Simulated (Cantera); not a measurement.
Charge: 1 mol S, 0.22 mol H₂, a varied amount of N₂, held at 2898.15 K and 10.0 mbar.

These are equilibrium values from Cantera (NASA tables, ideal gas, pure condensed phases), not measurements of a reactor. Candidate condensed phases: S; 15 gas species. Equilibrium is a limit: real reactors are often held back by kinetics, nucleation or transport.

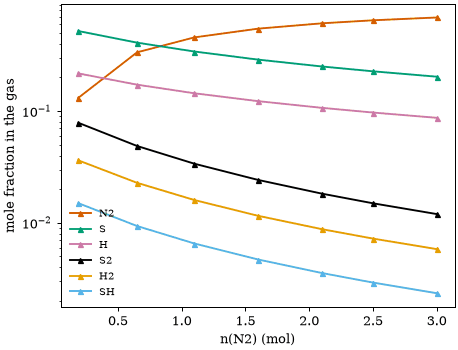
Fig. 1. Equilibrium gas composition (values under 1e-9 drawn at 1e-9)

Task: Read off the mole fractions at 3 mol N₂.

Result: N₂ about 0.69, S about 0.20, H about 0.087, S₂ about 0.012, H₂ about 0.0058, SH about 0.0023.
